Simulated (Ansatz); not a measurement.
## Electronic structure of Cl3H2NTi (Ti(NH2)Cl3) (charge +1, doublet) in real space

Input file:

```
crystal:
  periodic: [false, false, false]
  atoms:
    - {symbol: Ti, position_ang: [0.032173, 0.053362, -0.846352]}
    - {symbol: N, position_ang: [-0.008569, -0.013068, 1.206889]}
    - {symbol: H, position_ang: [0.714441, -0.445458, 1.803745]}
    - {symbol: H, position_ang: [-0.781159, 0.335952, 1.796110]}
    - {symbol: Cl, position_ang: [2.092962, 0.043848, -1.384903]}
    - {symbol: Cl, position_ang: [-1.045074, 1.812243, -1.379897]}
    - {symbol: Cl, position_ang: [-1.004774, -1.786877, -1.195602]}
basis:
  gaussian: {orbitals: def2-TZVP, initial_orbitals: start.molden}
total_charge: 1
magnetization: {spin_polarized: true, initial_magnetization: 1}
hamiltonian: {xc: pbe0, dispersion: d4}
scf: {omitted_lower_state_checks: [starts]}
output: {orbitals: {seedname: orbitals}}
```

Launched as:

```sh
ansatz run in.yaml --threads 4 --pin off --events-out ev --progress --plain --max-ram 3916MiB
```

Geometry: r2SCAN-D4/def2-SVP.

Method: UKS PBE0-D4/def2-TZVP in Ansatz.

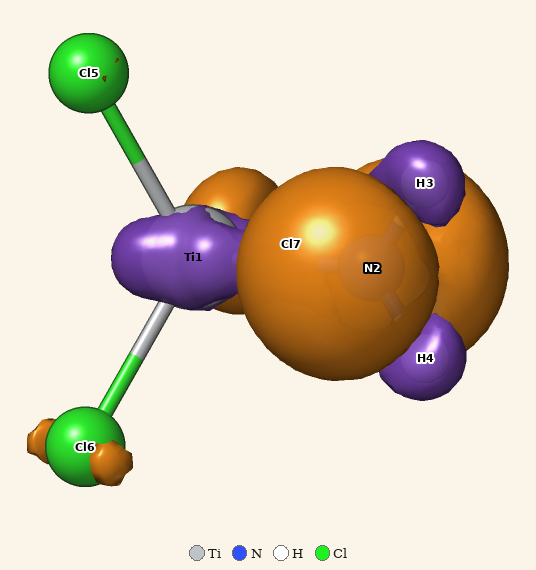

Figure 1. Isosurfaces of the spin density (α minus β) at +0.015 (orange) and −0.015 e/Å³ (purple), seen at a tilt.

Question: Describe the spin distribution.

Answer: The unpaired spin (1 electron) lies mostly on N2 (about 0.8) and Cl7 (about 0.1), in electrons by Hirshfeld's partition.

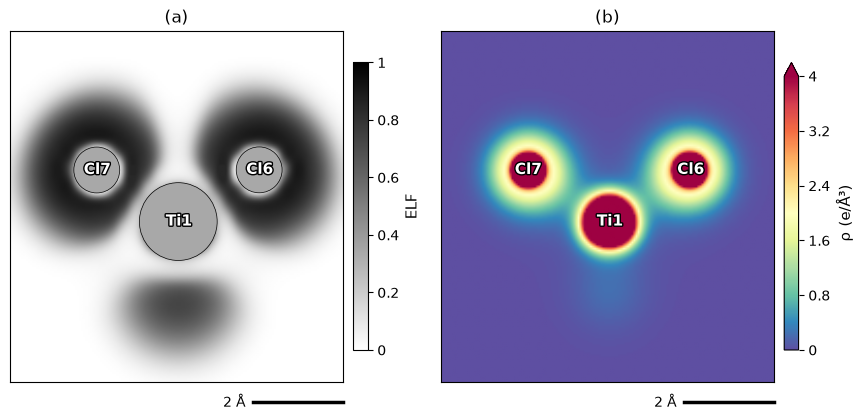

Figure 2. (a) electron localisation function; (b) electron density on the plane of atoms Cl6, Ti1 and Cl7. Grey discs cover the atomic cores in the ELF map.

Question: What do the fields say about this system?

Answer: Atoms in the plane: Ti and Cl. Ti–Cl (2.13 Å): ρ is about 0.82 e/Å³ halfway; the ELF peaks at about 0.80 in the valence shell of Cl, 0.8 Å from its nucleus, and is about 0.45 at the midpoint.

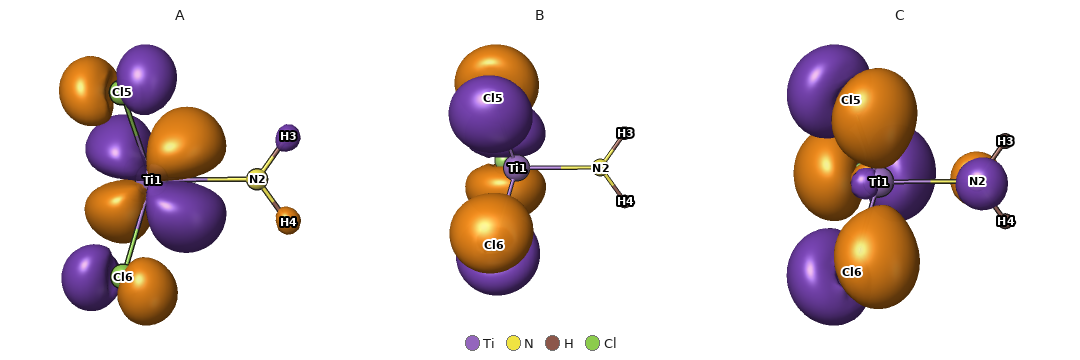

Figure 3. Three frontier orbitals at ±0.1 Å⁻³ᐟ² (orange and purple are the two phases), in no order.

Question: Which picture is the HOMO−1, the HOMO and the LUMO? All are α orbitals.

Answer: C is the HOMO−1 (α) (−14.72 eV). Its weight (Hirshfeld) is mainly on Cl7 (about 30 %), Cl5 (about 30 %), Cl6 (about 30 %) and Ti1 (about 10 %); largely a combination of lone pairs on Cl7, Cl5 and Cl6. B is the HOMO (α) (−14.23 eV). Its weight (Hirshfeld) is mainly on Cl5 (about 35 %), Cl6 (about 35 %) and Cl7 (about 30 %); largely a combination of lone pairs on Cl5, Cl6 and Cl7. A is the LUMO (α) (−8.65 eV). It lies mainly on Ti1 (about 75 %), Cl5 (about 10 %) and Cl6 (about 10 %).

Question: What is the gap between the highest occupied and lowest empty α orbitals?

Answer: 5.58 eV between the orbital energies.
